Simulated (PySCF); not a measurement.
# C4H9Al: what the fields show

Input file:

```
{"job": {"kind": "nmr", "xc": "PBE0", "basis": "pcSseg-1"}, "charge": 0, "multiplicity": 1}
Al     1.789374    -0.606109     0.345825
C      0.177786     0.441453     0.906881
C     -0.168391     1.165756    -0.418973
C     -0.842221    -0.124665    -0.878684
C     -0.950643    -0.569160     0.577701
H      2.845777     0.030644    -0.596532
H      1.873466    -2.127295     0.642233
H      0.004206     1.037748     1.807379
H      0.672874     1.513107    -1.032384
H     -0.874555     1.985598    -0.292674
H     -1.755117    -0.050608    -1.466551
H     -0.120034    -0.758701    -1.414940
H     -0.744383    -1.629387     0.772660
H     -1.908817    -0.308854     1.025892
```

Command:

```sh
OMP_NUM_THREADS=1 python probes_run.py task.json out
```

Geometry: GFN2-xTB.

Level of theory: PBE0/pcSseg-1, SCF density, gas phase, non-relativistic in PySCF.

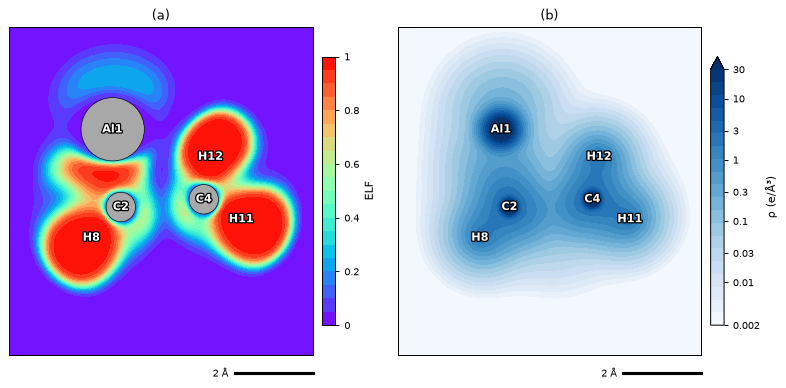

Figure 1. (a) electron localisation function; (b) total electron density on the plane of atoms H11, C4 and H12. Grey discs cover the atomic cores in the ELF map.

Describe what can be read from this map.

Answer. Atoms in the plane: Al, C and H. C–Al (2.00 Å): ρ is about 0.67 e/Å³ halfway; the ELF peaks at about 0.95 between the atoms; a polar covalent bond. C–H (1.09 Å): the density is about 2 e/Å³ at the midpoint; the ELF climbs to about 1 towards the hydrogen, as it does in any bond to H: a covalent bond by its length.

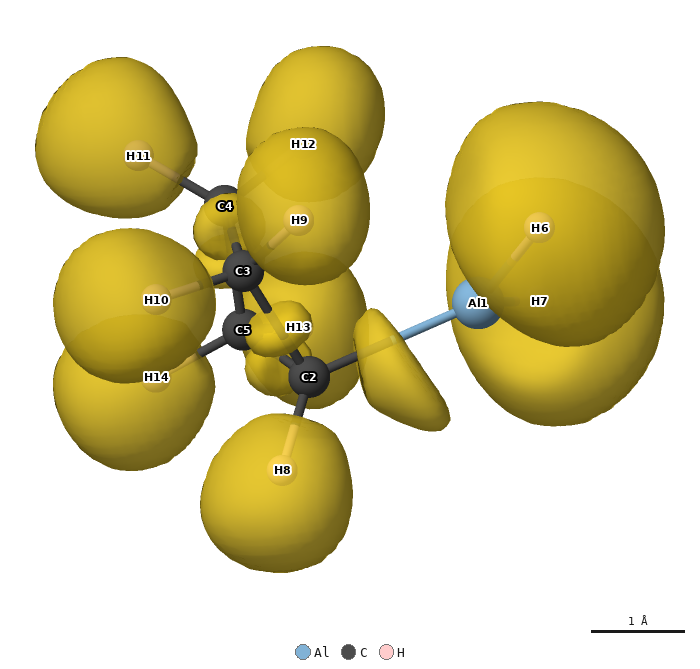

Figure 2. Isosurface of the electron localisation function at 0.85 (yellow), seen from one side. Only the valence region is drawn (cores and ρ < 0.01 e/Å³ removed).

Where are the electrons localised?

Answer. At this value the surface marks out four regions between bonded C–C atoms (shared pairs), nine regions around hydrogen nuclei and one region wrapped around Al (its valence shell). Profiles from the grid: C–C (1.53 Å): the ELF peaks at about 0.95 between the atoms; a covalent bond.

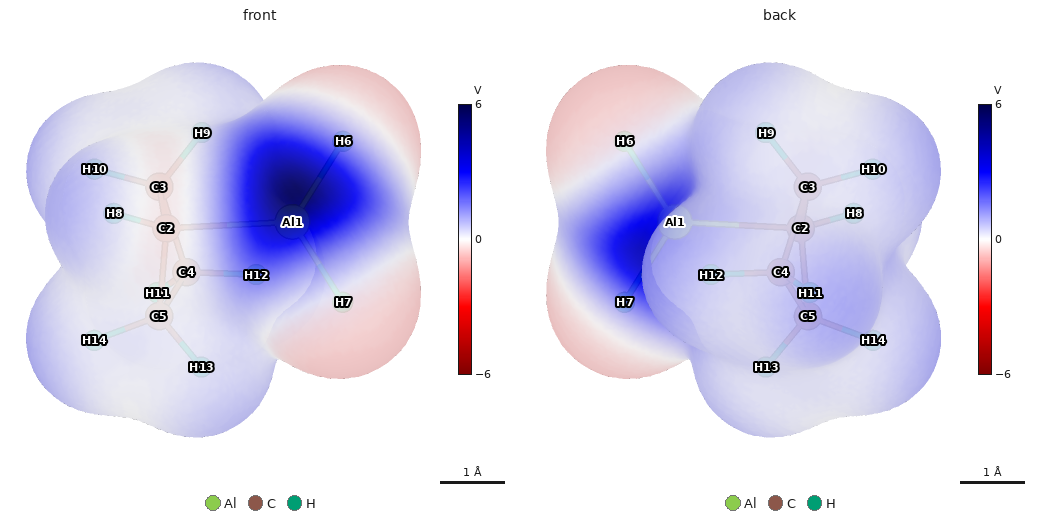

Figure 3. The molecular electrostatic potential painted on the density surface at 0.004 e/bohr³, seen from the front and from behind; the colour scale runs from red (negative) to blue (positive).

Which sites attract a positive test charge, and which a negative one?

Answer. A positive charge is drawn to the negative regions and a negative charge to the positive ones. The most negative region (about −0.5 V) lies over H6 and H7, the most positive (about +5.4 V) over Al1.

How polar is the molecule by this calculation?

Answer. Its dipole moment is 0.92 D.
